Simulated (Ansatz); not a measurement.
# C₂H₆BFOSi: one species, many methods

Aim: compute C₂H₆BFOSi with functionals from several rungs and with coupled cluster, and see how far each lands from CCSD(T) at the basis-set limit for the atomisation energy.

Computed with Ansatz 0.2.0, Gaussian basis. Level: functionals in def2-TZVPP, the program's frozen cores in correlated methods.

Plan: PBE-D4, r2SCAN-D4, PBE0-D4, B3LYP-D4, ωB97X-V, ωB97M-V, B2PLYP; CCSD(T)/def2-TZVPP; MP2/def2-QZVPP; extrapolation to the limit.

### Step 1. The relaxed structure

All runs share one geometry, relaxed beforehand with PBE0-D4 in a triple-zeta def2 set.

12 atoms, charge 0, spin multiplicity 1.

Atoms are counted from 1 here; the program's logs count them from 0.

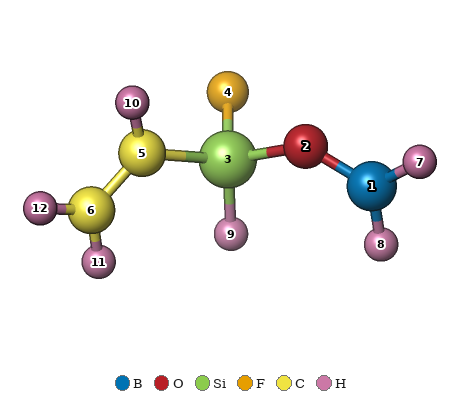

The geometry (boron blue, oxygen red, silicon green, fluorine amber, carbon yellow, hydrogen pink); atoms are numbered from 1 in the order of the file.

### Step 2. PBE-D4 (GGA)

Contents of in.yaml:

```yaml
crystal:
  periodic: [false, false, false]
  atoms:
    - {symbol: B, position_ang: [0.389602, -2.501368, -0.697201]}
    - {symbol: O, position_ang: [-0.008493, -1.241953, -0.970860]}
    - {symbol: Si, position_ang: [-0.776627, -0.088317, -0.084678]}
    - {symbol: F, position_ang: [-2.220465, 0.065405, -0.738159]}
    - {symbol: C, position_ang: [0.146814, 1.496422, -0.187376]}
    - {symbol: C, position_ang: [0.545264, 2.120377, 0.918523]}
    - {symbol: H, position_ang: [0.931364, -3.122805, -1.566324]}
    - {symbol: H, position_ang: [0.200455, -2.967375, 0.395792]}
    - {symbol: H, position_ang: [-0.944276, -0.527569, 1.318890]}
    - {symbol: H, position_ang: [0.381410, 1.936864, -1.154266]}
    - {symbol: H, position_ang: [0.335816, 1.719234, 1.907062]}
    - {symbol: H, position_ang: [1.096236, 3.055985, 0.892598]}
basis:
  gaussian: {orbitals: def2-TZVPP}
hamiltonian: {xc: pbe, dispersion: d4}
output: {forces: true, orbitals: {seedname: orbitals}}
```

Launch:

```
$ ansatz run in.yaml --threads 4 --pin off --events-out ev --progress --plain --max-ram 10444MiB
```

After this run come: r2SCAN-D4 (meta-GGA); PBE0-D4 (hybrid); B3LYP-D4 (hybrid); ωB97X-V (range-separated); ωB97M-V (range-separated); B2PLYP (double hybrid); CCSD(T) in def2-TZVPP; MP2 in def2-QZVPP.

Before running them: what should the planned runs give, taken together? Wanted: atomisation energy, CCSD(T)/CBS; farthest; mean size of error, hybrid; mean size of error, range-separated; gap, smallest and largest; T1 diagnostic; triples share of the correlation energy.

As calculated:

| quantity | value |
| --- | --- |
| atomisation energy, CCSD(T)/CBS | 1180.0 kcal/mol |
| functionals within 5.9 kcal/mol (0.5 %) | r2SCAN-D4, PBE0-D4, B3LYP-D4, ωB97X-V, ωB97M-V |
| farthest | PBE-D4 (+15.4 kcal/mol) |
| mean size of error, hybrid | 2.1 kcal/mol |
| mean size of error, range-separated | 2.0 kcal/mol |
| gap, smallest and largest | 4.99 eV (PBE-D4), 12.18 eV (ωB97X-V) |
| T1 diagnostic | 0.0126 |
| triples share of the correlation energy | 3.6 % |

What this shows: PBE-D4 is off by +15.4 kcal/mol. Double hybrids carry the basis error of their MP2 part in triple zeta, and no dispersion term here, so their miss is partly the set-up's. Misses under about 5.9 kcal/mol are within the doubt on the reference itself, which lacks core-valence correlation, relativity and higher excitations. Hartree-Fock recovers 76 % of the binding; the rest is correlation. Orbital gaps span 5.0 to 12.2 eV; exact exchange widens them.
